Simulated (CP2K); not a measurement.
# SiCl3F (trichlorofluorosilane) at MNDO

What is the vertical electron affinity of SiCl3F (trichlorofluorosilane) at MNDO? 

The calculation is run with CP2K 2026.2.

3 further runs of the same task are left out: 1 that didn't finish, 2 set aside as unsound or not needed.

## 1. The system as given

SiCl3F has 5 atoms, charge 0, and is taken as a singlet. As SMILES, `F[Si](Cl)(Cl)Cl`. Geometry: relaxed at GFN2-xTB.

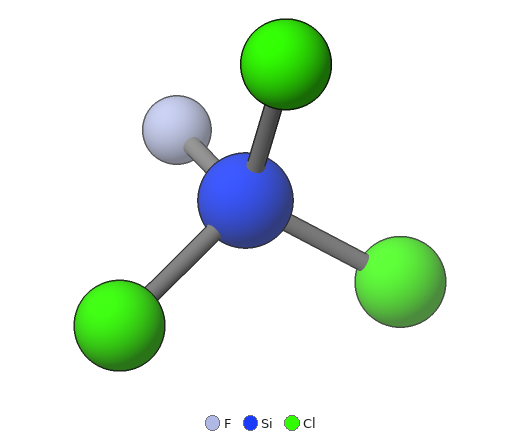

Viewed from a chosen angle; fluorine light blue, silicon blue, chlorine green.

## 2. Energy and forces at MNDO

Contents of job.inp:

```
&FORCE_EVAL
  METHOD Quickstep
  &DFT
    &QS
      METHOD MNDO
      EPS_DEFAULT 1.0E-10
      &SE
        &COULOMB
          CUTOFF [angstrom] 50
          RC_RANGE [angstrom] 0
        &END COULOMB
        &EXCHANGE
          CUTOFF [angstrom] 50
          RC_RANGE [angstrom] 0
        &END EXCHANGE
      &END SE
    &END QS
    # no periodic images
    &POISSON
      PERIODIC NONE
      POISSON_SOLVER ANALYTIC
    &END POISSON
    # SCF settings
    &SCF
      SCF_GUESS ATOMIC
      EPS_SCF 1.0E-07
      MAX_SCF 100
      &DIAGONALIZATION
        ALGORITHM STANDARD
      &END DIAGONALIZATION
      &MIXING
        METHOD DIRECT_P_MIXING
        ALPHA 0.4
      &END MIXING
    &END SCF
    # extra output
    &PRINT
      &MOMENTS
        PERIODIC F
        REFERENCE COM
        MAX_MOMENT 1
      &END MOMENTS
      &MO ON
        ENERGIES T
        OCCUPATION_NUMBERS T
        NDIGITS 6
        &EACH
          QS_SCF 0
        &END EACH
        ADD_LAST NUMERIC
      &END MO
      &HIRSHFELD OFF
      &END HIRSHFELD
    &END PRINT
  &END DFT
  # structure
  &SUBSYS
    # vacuum box
    &CELL
      ABC 14.8 14.7 14.5
      PERIODIC NONE
    &END CELL
    &COORD
      UNIT bohr
      F      1.6081380    -1.7044385     1.9524272
      Si     0.0007181    -0.0063684     0.0041385
      Cl    -3.0117132     1.1864834     1.9252908
      Cl    -0.8792707    -2.2865686    -2.8628028
      Cl     2.2821089     2.8108731    -1.0190537
    &END COORD
    &TOPOLOGY
      &CENTER_COORDINATES
      &END CENTER_COORDINATES
    &END TOPOLOGY
  &END SUBSYS
  # extra output
  &PRINT
    &FORCES ON
    &END FORCES
  &END PRINT
&END FORCE_EVAL

&GLOBAL
  PROJECT_NAME job
  RUN_TYPE ENERGY_FORCE
  PRINT_LEVEL MEDIUM
&END GLOBAL
```

Command:

```sh
$ OMP_NUM_THREADS=1 cp2k.psmp -i job.inp -o job.out
```

Log:

```text
CP2K| version string:                                       CP2K version 2026.2
[...]
 GLOBAL| Method name                                                        CP2K
[...]
 GLOBAL| Run type                                                   ENERGY_FORCE
[...]
                             - Atoms:                                          5
[...]
                             - Spherical basis functions:                     20
[...]
 Number of electrons:                                                         32
[...]
     1 P_Mix/Diag. 0.40E+00    0.0     0.73815405       -57.2260088758 -5.72E+01
[...]
    16 DIIS/Diag.  0.19E-07    0.0     0.00000008       -60.1413847169 -5.45E-12
  *** SCF run converged in    16 steps ***
  Core-core repulsion energy [eV]:                           2051.32696905295779
  Core Hamiltonian energy [eV]:                             -2800.37213050662422
  Two-electron integral energy [eV]:                        -1774.97028748356888
  Electronic energy [eV]:                                   -3687.85727424840843
  Total energy [eV]:                                        -1636.53030519545064
  Atomic reference energy [eV]:                              1628.16696259718515
  Heat of formation [kcal/mol]:                              -192.86327730238003
[...]
 SE_DIPOLE| Moment [Debye]          0.23400797      -0.20841674       0.26081691
 SE_DIPOLE| Derivative [a.u.]       0.00000000       0.00000000       0.00000000
 ENERGY| Total FORCE_EVAL ( QS ) energy [hartree]            -60.141384716865360
 FORCES| Atomic forces [hartree/bohr]
 FORCES|   Atom     x               y               z               |f|
 FORCES|      1 -8.89707112E-03  9.11473432E-03 -1.06292338E-02   1.65896615E-02
 FORCES|      2  3.80227091E-02 -4.01324076E-02  4.59200999E-02   7.18678796E-02
 FORCES|      3 -3.98455156E-02  1.76214738E-02  1.94271554E-02   4.77032056E-02
 FORCES|      4 -1.39417623E-02 -2.42666737E-02 -3.83677599E-02   4.74903063E-02
 FORCES|      5  2.46616400E-02  3.76628732E-02 -1.63502615E-02   4.78959243E-02
 FORCES| Sum     5.27355937E-16 -4.99600361E-16 -7.77156117E-16
 FORCES| Total atomic force                                       1.06380282E-15
[...]
```

It took 0.38 s on 1 thread of Arm Neoverse N1, shared host; peak memory 0.14 GiB.

## 3. The doublet anion at the same level

Contents of mol.inp:

```
&FORCE_EVAL
 METHOD QUICKSTEP
 &DFT
  CHARGE -1
  MULTIPLICITY 2
  LSD T
  &QS
   METHOD MNDO
   EPS_DEFAULT 1.0E-10
   &SE
    &COULOMB
     CUTOFF [angstrom] 50
     RC_RANGE [angstrom] 0
    &END COULOMB
    &EXCHANGE
     CUTOFF [angstrom] 50
     RC_RANGE [angstrom] 0
    &END EXCHANGE
   &END SE
  &END QS
  &POISSON
   PERIODIC NONE
   POISSON_SOLVER ANALYTIC
  &END POISSON
  &SCF
   SCF_GUESS ATOMIC
   EPS_SCF 1.0E-07
   MAX_SCF 100
   ADDED_MOS 8
   &DIAGONALIZATION
    ALGORITHM STANDARD
   &END DIAGONALIZATION
   &MIXING
    METHOD DIRECT_P_MIXING
    ALPHA 0.4
   &END MIXING
  &END SCF
  &PRINT
   &MOMENTS
    PERIODIC F
    REFERENCE COM
    MAX_MOMENT 1
   &END MOMENTS
   &MO ON
    ENERGIES T
    OCCUPATION_NUMBERS T
    NDIGITS 6
    &EACH
     QS_SCF 0
    &END EACH
    ADD_LAST NUMERIC
   &END MO
   &HIRSHFELD OFF
   &END HIRSHFELD
  &END PRINT
 &END DFT
 &SUBSYS
  &CELL
   ABC 14.8 14.7 14.5
   PERIODIC NONE
  &END CELL
  &COORD
   UNIT bohr
   F      1.6081380    -1.7044385     1.9524272
   Si     0.0007181    -0.0063684     0.0041385
   Cl    -3.0117132     1.1864834     1.9252908
   Cl    -0.8792707    -2.2865686    -2.8628028
   Cl     2.2821089     2.8108731    -1.0190537
  &END COORD
  &TOPOLOGY
   &CENTER_COORDINATES
   &END CENTER_COORDINATES
  &END TOPOLOGY
 &END SUBSYS
 &PRINT
  &FORCES ON
  &END FORCES
 &END PRINT
&END FORCE_EVAL

&GLOBAL
 PROJECT_NAME mol
 RUN_TYPE ENERGY_FORCE
 PRINT_LEVEL MEDIUM
&END GLOBAL
```

Command:

```sh
$ OMP_NUM_THREADS=1 cp2k.psmp mol.inp > mol.out
```

Log:

```text
CP2K| version string:                                       CP2K version 2026.2
[...]
 GLOBAL| Method name                                                        CP2K
[...]
 GLOBAL| Run type                                                   ENERGY_FORCE
[...]
 *** WARNING in qs_environment.F:2191 :: More ADDED_MOs requested for beta ***
 *** spin than available.                                                  ***
 *** WARNING in qs_environment.F:2210 :: More added MOs requested than     ***
 *** available. The full set of unoccupied MOs will be used. Use           ***
 *** 'ADDED_MOS -1' to always use all available MOs and to get rid of this ***
[...]
                             - Atoms:                                          5
[...]
                             - Spherical basis functions:                     20
[...]
 Number of electrons:                                                         17
[...]
     1 P_Mix/Diag. 0.40E+00    0.0     0.39632846       -57.6668385495 -5.77E+01
[...]
    20 DIIS/Diag.  0.28E-07    0.0     0.00000003       -60.2279637936  4.97E-14
  *** SCF run converged in    20 steps ***
  Core-core repulsion energy [eV]:                           2051.32696905295779
  Core Hamiltonian energy [eV]:                             -2863.50087740089202
  Two-electron integral energy [eV]:                        -1653.42466667957660
  Electronic energy [eV]:                                   -3690.21321074068010
  Total energy [eV]:                                        -1638.88624168772230
  Atomic reference energy [eV]:                              1628.16696259718515
  Heat of formation [kcal/mol]:                              -247.19246777582063
[...]
 SE_DIPOLE| Moment [Debye]         -0.73117851       0.76324880      -0.88255259
 SE_DIPOLE| Derivative [a.u.]       0.00000000       0.00000000       0.00000000
 ENERGY| Total FORCE_EVAL ( QS ) energy [hartree]            -60.227963793647731
 FORCES| Atomic forces [hartree/bohr]
 FORCES|   Atom     x               y               z               |f|
 FORCES|      1 -7.92285422E-04  7.68515767E-04 -9.26299561E-04   1.44095925E-03
 FORCES|      2  2.62018480E-02 -2.82208611E-02  3.19320096E-02   5.00260640E-02
 FORCES|      3 -5.32702410E-02  2.01725635E-02  3.61905967E-02   6.74863704E-02
 FORCES|      4 -1.46957826E-02 -4.24270776E-02 -5.01415095E-02   6.73067152E-02
 FORCES|      5  4.25564610E-02  4.97068595E-02 -1.70547973E-02   6.76216708E-02
 FORCES| Sum     9.43689571E-16 -2.22044605E-16 -9.99200722E-16
 FORCES| Total atomic force                                       1.39221259E-15
[...]
```

Run time: 0.42 s. Hardware: 1 thread of Arm Neoverse N1, shared host; peak memory 0.14 GiB.

## 4. What came out

At MNDO:

| quantity | value |
| --- | --- |
| singlet SiCl3F: total energy | -60.14138 Eh |
| singlet SiCl3F: dipole moment | 0.41 D |
| singlet SiCl3F: HOMO energy | -13.87 eV |
| singlet SiCl3F: heat of formation at this unrelaxed shape | -192.9 kcal/mol |
| singlet SiCl3F: largest force on an atom | 3.696 eV/Å |
| doublet anion: total energy | -60.22796 Eh |
| doublet anion: HOMO energy (highest over α and β) | -2.59 eV |
| doublet anion: LUMO energy (lowest over α and β) | 5.10 eV |
| doublet anion: heat of formation at this unrelaxed shape | -247.2 kcal/mol |
| doublet anion: largest force on an atom | 3.477 eV/Å |
| vertical electron affinity (to the doublet anion) | 2.356 eV |

**Reading.** At fixed nuclei the extra electron is bound by 2.36 eV (227 kJ/mol). The largest force (singlet SiCl3F) is 3.70 eV/Å: the shape isn't a stationary point for this species at this level. A minimal valence basis can't be trusted even for the sign of an electron affinity.
